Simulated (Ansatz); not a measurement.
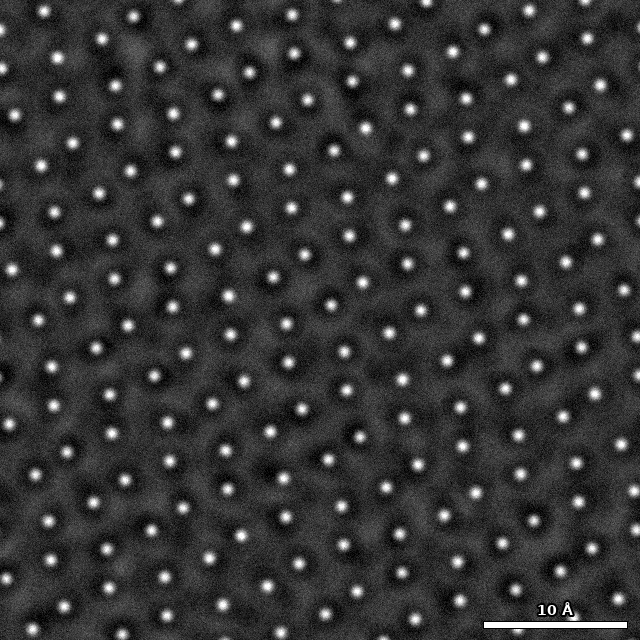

Phase-contrast TEM-like image of I (Cmce, No. 64). Simulated in the weak-phase-object approximation with neutral-atom potentials: 300 kV, Cs = −13 µm, defocus +61 Å (negative is underfocus), defocus spread 12 Å, aperture 1.52 1/Å. Shot noise and the speckle of an amorphous layer were added. Atomic positions: the geometry given to an electronic-structure calculation, possibly off equilibrium.

```
CELL_PARAMETERS angstrom
11.73760 0.00000 0.00000
0.00000 4.92557 0.00000
0.00000 0.00000 9.91415
ATOMIC_POSITIONS crystal
I 0.50000 0.14518 0.62098
I 0.50000 0.35482 0.12098
I 0.50000 0.85482 0.37902
I 0.50000 0.64518 0.87902
I 0.00000 0.64518 0.62098
I 0.00000 0.85482 0.12098
I 0.00000 0.35482 0.37902
I 0.00000 0.14518 0.87902
```

Which beam direction gives this image, [021], [100], [110] or [120]? (Directions equivalent by symmetry count as one.)

Answer. [110]. The projected cells are 3.49 × 6.12 Å, 107° for [021]; 2.46 × 9.91 Å, 90° for [100]; 4.54 × 9.91 Å, 90° for [110]; 1.89 × 9.91 Å, 90° for [120], and the image repeats as the [110] one does.
